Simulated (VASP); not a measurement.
Band structure of V (bcc). Calculation: PW91 GGA, VASP's PBE PAW potentials (set 64) (plane waves; VASP 6.6.1).

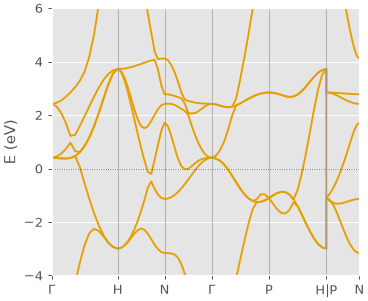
Figure. Bands along high-symmetry lines, zero at the valence-band maximum or, without a gap, the Fermi level

Read the plot: is there a gap, and where are the band edges?

It has no gap at this level: it comes out as a metal or semimetal. (Edges off the drawn lines would not show.)

The compound is V in the bcc structure. It was relaxed first. The run is not spin-polarised, so no magnetic state was tried.
